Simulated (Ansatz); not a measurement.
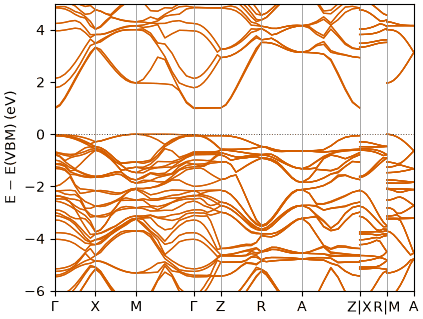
Band structure from plane-wave PAW PBEsol with spin–orbit coupling (Ansatz code)

Q: Read off the gap and where the band edges lie.

A: About 1.0 eV (0.99 eV by a search for the band edges); maximum on the M–Γ line, 40 % of the way from M, minimum at Γ.

The material is WO3 in space group P4/ncc (No. 130; W on 4c, O on 8f, O on 4c).

The first step of the workflow began from a Materials Project structure, measured or hypothetical; the Crystallography Open Database files this formula in space group No. 130, but the cells were not matched. Whether it is the stable phase at ambient conditions was not checked. The PBEsol relaxation kept the symmetry of its start; whether a distortion lowers the energy is not shown. No spin polarisation was allowed. No Hubbard U is applied.

Potentials: the later of the program's two PAW sets.
